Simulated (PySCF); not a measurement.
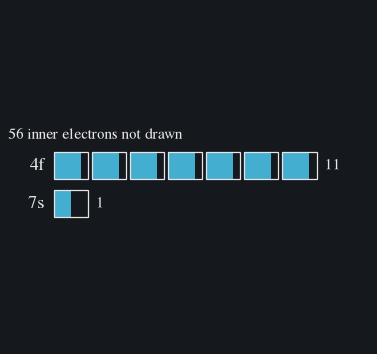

Fig. 1: The outer shells of the nominal configuration: a box for each of the 2l + 1 orbitals, shaded by the share of the shell that is filled, with the electron count at the right.

# Er: atomic calculation

System: Er, configuration 1s2 2s2 2p6 3s2 3p6 3d10 4s2 4p6 4d10 4f11 5s2 5p6 6s2 7s1, multiplicity 5.
Method: unrestricted PBE0, cc-pVDZ-X2C, spin-free X2C-1e, Gaussian nucleus (PySCF).

**Summary**

```
      quantity                      value
       outcome                  converged
  total energy        −13085.4464 hartree
          ⟨S²⟩                      6.005
          ⟨L²⟩                      34.02
SCF iterations                         13
      hardware  1 CPU thread, shared host
      CPU time    8.3 s (integrals apart)
```

**Remarks**

The driver held the occupations shell by shell, and empty d and p levels lie below the filled 7s. The script shown fixes the counts by irreducible representation only, so by itself it can fall to another configuration. This is not the ground configuration of the species. ⟨L²⟩ departs from that of the intended term, so the determinant mixes terms.

**Input**
```python
from pyscf import gto, scf, dft, mp, cc
import basis_set_exchange as bse
mol = gto.M(atom="Er 0 0 0", charge=0, spin=4, symmetry="D2h",
            basis=gto.basis.parse(bse.get_basis("cc-pVDZ-X2C", elements=["Er"], fmt="nwchem")),
            nucmod="G")
mf = dft.UKS(mol, xc="PBE0").sfx2c1e()
mf.irrep_nelec = {'Ag': (11, 10), 'B1g': (2, 2), 'B2g': (2, 2), 'B3g': (2, 2), 'Au': (1, 1), 'B1u': (6, 6), 'B2u': (6, 5), 'B3u': (6, 4)}
mf.kernel()
```

The script is an equivalent of what the driver set up; the driver started from orbitals of its own, so the log can be shorter than this script's would be, and it computed the properties (radii, ⟨L²⟩, response) afterwards. It held the occupations shell by shell, which the script's counts by irreducible representation don't always enforce.

**The program's output (extracts)**
```
damping factor = 0
level_shift factor = 0
DIIS = <class 'pyscf.scf.diis.CDIIS'>
diis_start_cycle = 1
diis_space = 10
diis_damp = 0
SCF conv_tol = 1e-09
SCF conv_tol_grad = None
number electrons alpha = 36  beta = 32
XC functionals = PBE0
    C. Adamo and V. Barone.,  J. Chem. Phys. 110, 6158 (1999)
    M. Ernzerhof and G. E. Scuseria.,  J. Chem. Phys. 110, 5029 (1999)
cycle= 1 E= -13085.4396257301  delta_E= -0.00674  |g|= 0.26  |ddm|= 0.84
cycle= 2 E= -13085.4278401617  delta_E= 0.0118  |g|= 0.416  |ddm|= 0.339
cycle= 3 E= -13085.4463662666  delta_E= -0.0185  |g|= 0.0101  |ddm|= 0.231
cycle= 4 E= -13085.4463789382  delta_E= -1.27e-05  |g|= 0.000433  |ddm|= 0.0123
cycle= 5 E= -13085.4463791886  delta_E= -2.5e-07  |g|= 0.000126  |ddm|= 0.00224
cycle= 6 E= -13085.446379439  delta_E= -2.5e-07  |g|= 0.00012  |ddm|= 0.0025
cycle= 7 E= -13085.4463790233  delta_E= 4.16e-07  |g|= 0.000116  |ddm|= 0.00413
cycle= 8 E= -13085.4463778998  delta_E= 1.12e-06  |g|= 0.000102  |ddm|= 0.0125
cycle= 9 E= -13085.4463744076  delta_E= 3.49e-06  |g|= 0.000157  |ddm|= 0.0723
cycle= 10 E= -13085.446374392  delta_E= 1.56e-08  |g|= 0.000131  |ddm|= 0.00144
cycle= 11 E= -13085.446374322  delta_E= 7e-08  |g|= 1.22e-05  |ddm|= 0.0113
cycle= 12 E= -13085.4463743203  delta_E= 1.76e-09  |g|= 6.41e-06  |ddm|= 0.00204
cycle= 13 E= -13085.4463743203  delta_E= -4e-11  |g|= 5.32e-07  |ddm|= 5.14e-05
converged SCF energy = -13085.4463743203  <S^2> = 6.0051251  2S+1 = 5.0020496
```

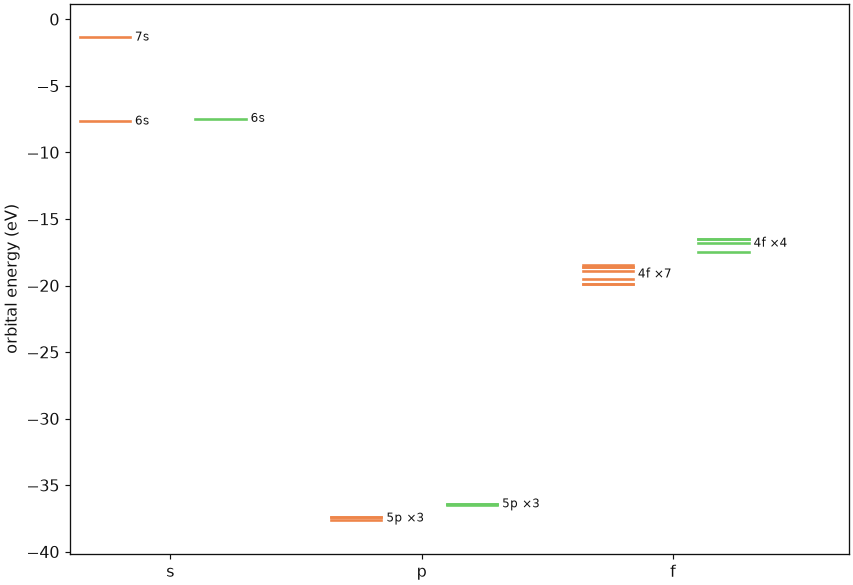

Fig. 2: Orbital energies of the mean field, from the top down to −37.6 eV, by angular momentum, α spin at the left of each column and β at the right; ×n counts the orbitals under one label. Empty levels that the record names by l alone aren't drawn. The highest filled orbital is 7s α at −1.36 eV, the lowest empty one f β at −7.72 eV.
